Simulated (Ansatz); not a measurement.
# CHClNSn radical: basis-set convergence

How large a basis does CHClNSn radical need? Two functionals are run in growing sets.

Method: one geometry, several basis sets; program: Ansatz 0.2.0, Gaussian basis.

Plan: PBE0-D4/def2-SVP; ωB97M-V/def2-SVP; PBE0-D4/def2-QZVPP; ωB97M-V/def2-QZVPP; the functionals' def2-TZVPP values are taken from earlier runs.

1 further run of the same task is left out (for a known fault of the program).

## (1) The relaxed structure

All runs share one geometry, relaxed beforehand with PBE0-D4 in a triple-zeta def2 set. Sn takes the def2 core potential; no spin-orbit term is included.

SMILES `N#[C][SnH][Cl]`, 5 atoms, charge 0, spin multiplicity 2.

Atoms are counted from 1 here; the program's logs count them from 0.

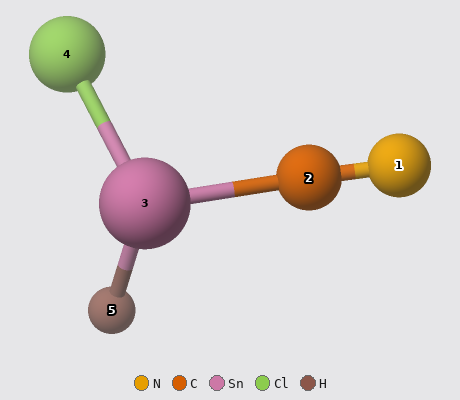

The geometry (nitrogen amber, carbon orange, tin pink, chlorine green, hydrogen brown); atoms are numbered from 1 in the order of the file.

## (2) PBE0-D4 in def2-SVP

Input file in.yaml:

```yaml
crystal:
  periodic: [false, false, false]
  atoms:
    - {symbol: N, position_ang: [1.306394, -1.471699, 1.494450]}
    - {symbol: C, position_ang: [0.811918, -0.790430, 0.705367]}
    - {symbol: Sn, position_ang: [0.051767, 0.430125, -0.854709]}
    - {symbol: Cl, position_ang: [-2.141684, -0.288663, -1.119030]}
    - {symbol: H, position_ang: [0.021605, 2.047166, -0.267379]}
basis:
  gaussian: {orbitals: def2-SVP}
magnetization: {spin_polarized: true, initial_magnetization: 1}
hamiltonian: {xc: pbe0, dispersion: d4}
output: {orbitals: {seedname: orbitals}}
```

Started as:

```sh
ansatz run in.yaml --threads 4 --pin off --events-out ev --progress --plain --max-ram 10444MiB
```

The runs that follow: ωB97M-V in def2-SVP; PBE0-D4 in def2-QZVPP; ωB97M-V in def2-QZVPP.

**Question.** What will the summary of the whole plan be? Wanted: PBE0-D4: double and triple zeta above quadruple; ωB97M-V: double and triple zeta above quadruple.

As calculated:

```
                                       quantity          value
PBE0-D4: double and triple zeta above quadruple  8.10, 0.55 eV
ωB97M-V: double and triple zeta above quadruple  8.14, 0.52 eV
```

**Reading.** For PBE0-D4 the step from double to triple zeta gains 7.55 eV and the next only 0.55 eV. These are total energies; as a rule much of such shifts cancels in differences, which this series doesn't test.
